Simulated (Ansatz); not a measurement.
Si2S

```
CELL_PARAMETERS angstrom
3.48770 0.00000 0.00000
0.00000 3.48770 0.00000
0.00000 0.00000 4.98537
ATOMIC_POSITIONS crystal
Si 0.00000 0.00000 0.00000
Si 0.50000 0.50000 0.50000
S 0.00000 0.00000 0.50000
```

Space group P4/mmm; a structure generated by program, which may or may not match a known phase.

Theory: DFT PBE, scalar-relativistic, plane waves, PAW (Ansatz).

> Predict the valence pseudo-density and electron localisation function between the atoms.

Si–S (2.47 Å): ρ is about 0.45 e/Å³ halfway; the ELF peaks at about 0.85 in the valence shell of S, 0.8 Å from its nucleus, and is about 0.70 at the midpoint.

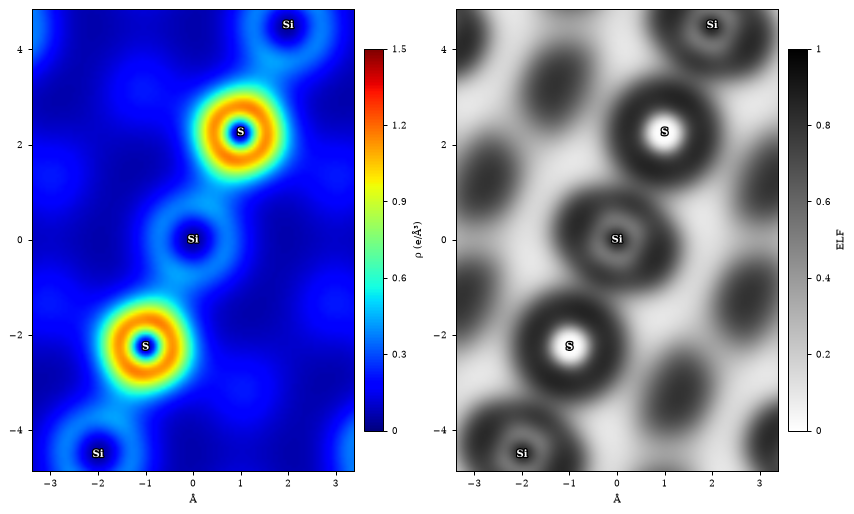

Computed valence pseudo-density and electron localisation function on the (111) plane of the conventional cell, in this order. 

In a PAW calculation such maps are meaningful between the atoms, not at the nuclei.
